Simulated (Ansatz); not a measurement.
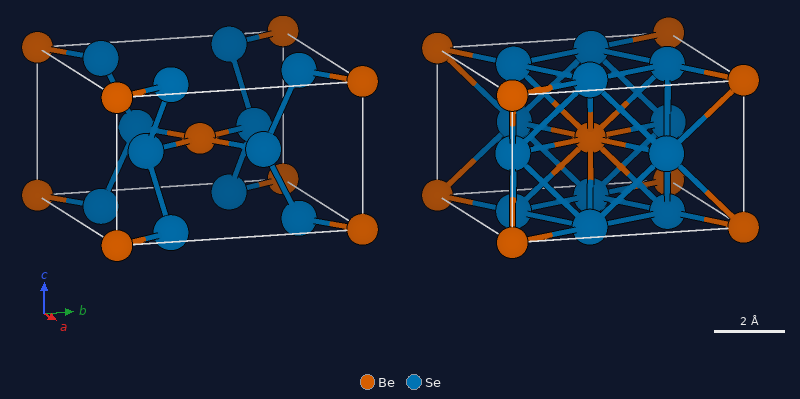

Two geometries of crystalline BeSe4 (a generated structure, set up in I4/m) (coarse preliminary run), drawn at one scale. One is the start of a relaxation, the other its converged end. The picture is a ball-and-stick view of the conventional cell (2 times the calculation's cell), seen slightly off an axis. Lengths and directions refer to the drawn axes.

Level of theory: Ansatz, DFT PBE, scalar-relativistic, plane waves, PAW. Settings: plane-wave cutoff 420 eV; k-point mesh 6 × 6 × 6; occupations gaussian; smearing width 0.1 eV; no spin polarisation; cell and atoms relaxed; force threshold 0.04 eV/Å; at most 70 steps.

Question: Which of the two is the end point?

Answer: The left one is the relaxed one. The largest moves relative to the cell, 0.96 Å, are those of Se atoms. Be stays in place. The drawn cell changes as follows: a = b 7.018 → 7.454 Å (+6.2 %), c 4.341 → 4.365 Å (+0.5 %); the volume changes by +13.4 %. Near-neighbour distances that change, for instance: Se–Se 3.141 → 4.214 Å, Be–Se 3.140 → 2.408 Å, Se–Se 3.109 → 2.516 Å, Be–Se 3.106 → 3.694 Å. The space group stays I4/m (No. 87). The energy falls by 730 meV per atom in 11 accepted moves (13 points after the start). The largest force component goes from 0.32 to 0.0053 eV/Å. The pressure goes from −6.42 to 0.08 GPa. The line search rejected the trial step at point 6 of the run. The SCF was repeated once at an unchanged geometry on a basis and grid sized afresh for the cell, which shifted the energy by 0.2 meV per atom at most.
